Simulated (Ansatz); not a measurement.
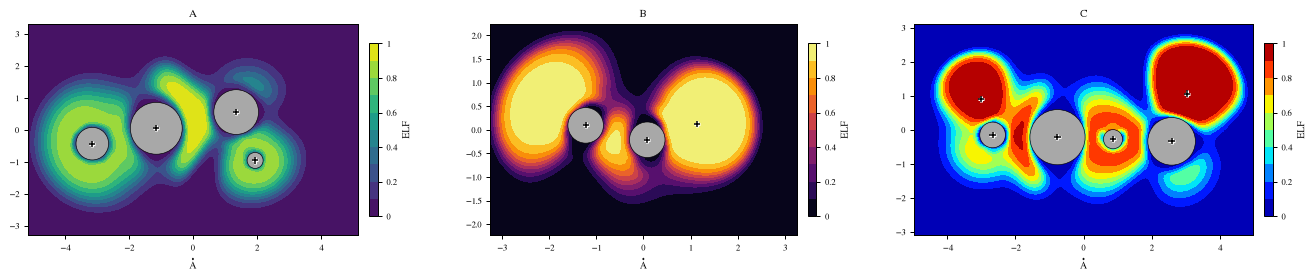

The electron localisation function of 3 systems, each on a plane through atoms (crosses mark nuclei in the plane; grey discs cover the cores).

Theory: isolated molecule in a Gaussian basis; Kohn-Sham density functional theory, functional PBE0 in Ansatz 0.2.0.

System 1: C2H (SMILES [C+]#C) (charge +1), the molecular plane. Geometry: B3LYP-D3(BJ)/def2-SVP.

```xyz
3

C     0.1660    0.5663    1.2615
C    -0.0603   -0.4338    0.3987
H    -0.7720   -1.1034   -0.1244
```

System 2: CH6AlOSi (SMILES [CH3][Al+][O][SiH3]) (charge +1), the plane of atoms Al2, C1 and H7. Geometry: PBE0-D3(BJ)/pcseg-1.

```tsv
atom	x (Å)	y (Å)	z (Å)
C	-0.0477	-0.0146	-3.3439
Al	-0.0471	0.0279	-1.4361
O	-0.0430	0.0653	0.1958
Si	-0.0418	0.1062	1.9180
H	0.0686	1.0037	-3.7365
H	0.7835	-0.6367	-3.7000
H	-0.9950	-0.4355	-3.7049
H	1.1796	-0.6198	2.3380
H	-1.2893	-0.5735	2.3389
H	-0.0149	1.5409	2.2874
```

System 3: AlClFH2Si (SMILES F[SiH2][Al+][Cl]) (charge +1), the plane of atoms Al1, Si4 and F3. Geometry: BLYP-D3(BJ)/def2-SVP.

```xyz
6

Al    1.8995   -1.0614   -1.8737
Cl    3.7668   -1.4314   -2.6519
F    -1.2096   -0.2724   -2.3895
Si   -0.4449   -0.5876   -0.9929
H    -0.8924   -1.8564   -0.3591
H    -0.3053    0.6111   -0.1237
```

> Which map belongs to which system?

Panel A is system 3, AlClFH2Si: the plane holds Al, Cl, F and Si. Si–F (1.62 Å): the ELF peaks at about 0.85 in the valence shell of F, 0.6 Å from its nucleus, and is about 0.55 at the midpoint. Panel B is system 1, C2H: the plane holds C and H. C–C (1.34 Å): the ELF peaks at about 0.90 between the atoms: a multiple bond. Panel C is system 2, CH6AlOSi: the plane holds C, Al, O, Si and H. Al–O (1.63 Å): the ELF peaks at about 0.85 in the valence shell of O, 0.6 Å from its nucleus, and is about 0.40 at the midpoint.
